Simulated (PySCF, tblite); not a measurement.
# C6H9AlN2: geometry, infrared bands and NMR shifts

Wanted: the infrared bands and NMR shifts of C6H9AlN2 (`[H]/N=C\c1ccc[n+]([AlH3-])c1`), by calculation.

Programs: tblite 0.8.0 and PySCF 2.14.0, with density-fitted response routines of our own. Each step states its level of theory. These are calculated values for one molecule in the gas phase, unless marked as measured. Atoms count from 0, in the outputs and in this text.

## (1) The molecule as given

18 atoms, charge 0, multiplicity 1; geometry from: force field or distance geometry start.

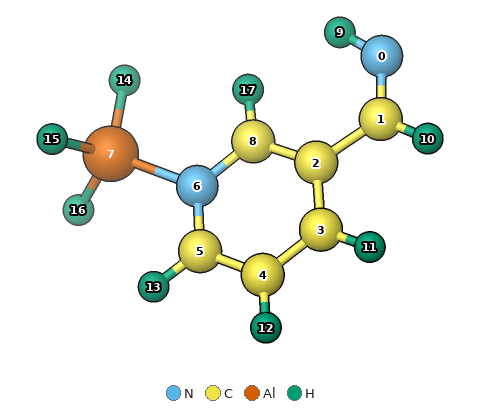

As it starts; nitrogen blue, carbon yellow, aluminium orange, hydrogen teal, atoms numbered.

## (2) Optimising the geometry with GFN2-xTB

The job: settings as JSON, then the geometry in Å.

```
{"job": {"kind": "relax", "xc": "GFN2-xTB", "basis": "xTB"}, "charge": 0, "multiplicity": 1}
N     -2.560400    -2.018100    -0.719900
C     -2.565800    -0.789000    -0.342600
C     -1.319200    -0.073200    -0.064100
C     -1.439200     1.252000     0.335800
C     -0.317500     2.016200     0.629500
C      0.931900     1.414200     0.466300
N      1.020100     0.131800     0.061300
Al     2.739800    -0.691100    -0.140000
C     -0.065700    -0.624700    -0.203200
H     -1.724000    -2.576200    -0.866100
H     -3.505700    -0.301400    -0.206600
H     -2.415400     1.701500     0.462400
H     -0.406300     3.058600     0.957900
H      1.833200     2.010900     0.681300
H      2.576300    -2.130300    -0.828500
H      3.409800    -0.911900     1.303700
H      3.738600     0.188600    -1.014600
H      0.061000    -1.651600    -0.524000
```

The run is started by

```bash
$ OMP_NUM_THREADS=1 python probes_run.py task.json out
```

The driver reads the jobs from task.json and runs them one after another.

**Question.** This job is followed by: GFN2-xTB harmonic vibrations, gas phase; GIAO PBE0/pcSseg-1 NMR shielding, non-relativistic, gas phase. What will the session give for the following? strongest single infrared mode (GFN2-xTB); zero-point energy (GFN2-xTB); 13C shifts against TMS (PBE0/pcSseg-1); 1H shifts against TMS (PBE0/pcSseg-1, means over atoms taken as alike); 15N shifts against NH3 (PBE0/pcSseg-1); 27Al shifts against AlH4- (PBE0/pcSseg-1); surface potential, least and greatest.

The runs gave:

```
                                                              quantity                                          value
                             strongest single infrared mode (GFN2-xTB)                           779 cm⁻¹, 629 km/mol
                                          zero-point energy (GFN2-xTB)                                  79.1 kcal/mol
                                13C shifts against TMS (PBE0/pcSseg-1)   167.2, 157.9, 148.4, 147.3, 133.8, 130.6 ppm
1H shifts against TMS (PBE0/pcSseg-1, means over atoms taken as alike)  12.61, 9.36, 9.31, 8.60, 8.04, 7.85, 4.60 ppm
                                15N shifts against NH3 (PBE0/pcSseg-1)                               361.6, 286.8 ppm
                             27Al shifts against AlH4- (PBE0/pcSseg-1)                                       74.7 ppm
                                 surface potential, least and greatest                             -1.43 V and 1.92 V
```

**Reading.** Relaxing lowered the energy by 0.696 eV in 83 steps; the close pair that moved most is N6–Al7, from 1.917 to 1.994 Å. All 48 modes are real, so the xTB geometry is a minimum. The strongest single mode, at 779 cm⁻¹, is spread over several atoms, H16, H15, H14 among them. GFN2-xTB is a fitted tight-binding method: band positions and strengths are rough. Its intensities can rank the bands wrongly. At PBE0/pcSseg-1: The widest tensor belongs to N0: span 711 ppm, with a paramagnetic part of -419 ppm. NICS(1)zz of -26 ppm above the planar ring from C2 marks a diatropic (aromatic) ring current. At PBE0/pcSseg-1, counted by nearest atom on the grid, the HOMO lies on H15, H16 about 42 % each; Al7 9 %, the LUMO on C5 20 %; C2, C3 about 15 % each.
